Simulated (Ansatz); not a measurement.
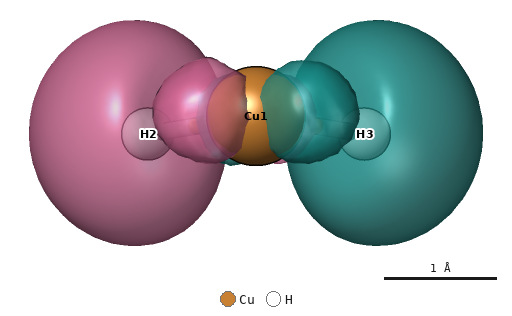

*CuH2 (quartet). The HOMO−1 (α) at ±0.15 Å⁻³ᐟ² (teal and pink are the two phases), seen from one side.*

Geometry: PBE-D4/def2-TZVP.

Theory: UKS PBE0-D4/def2-TZVP in Ansatz.

Input

```
crystal:
  periodic: [false, false, false]
  atoms:
    - {symbol: Cu, position_ang: [-0.412580, -0.464636, -0.761847]}
    - {symbol: H, position_ang: [-0.285363, 1.041366, 0.153836]}
    - {symbol: H, position_ang: [0.697942, -0.576729, 0.608001]}
basis:
  gaussian: {orbitals: def2-TZVP, initial_orbitals: start.molden}
magnetization: {spin_polarized: true, initial_magnetization: 3}
hamiltonian: {xc: pbe0, dispersion: d4}
output: {orbitals: {seedname: orbitals}}
```

Run with:

```sh
ansatz run in.yaml --threads 4 --pin off --events-out ev --progress --plain --max-ram 3916MiB
```

**What is the character of this orbital?**

It lies mainly on H2 (about 35 %), H3 (about 35 %) and Cu1 (about 30 %); it is symmetric in the molecular plane (an in-plane orbital: σ, lone-pair or in-plane π type). Its energy is −7.41 eV.
